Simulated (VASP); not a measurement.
Band structure of AgI (wurtzite). Method: AM05 GGA, VASP's PBE PAW potentials (set 64) (plane waves; VASP).

Unless said otherwise, spin-orbit coupling is left out, though it shifts the bands of the heavy elements here.

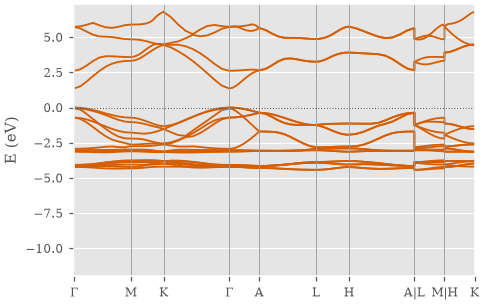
Figure: Bands along high-symmetry lines, zero at the valence-band maximum or, without a gap, the Fermi level

Q: Read the plot: is there a gap, and where are the band edges?

A: The gap is direct, 1.35 eV, from the valence maximum at Γ to the conduction minimum at Γ. (Edges off the drawn lines would not show.)

The compound is AgI in the wurtzite structure. The cell was not relaxed at this level.
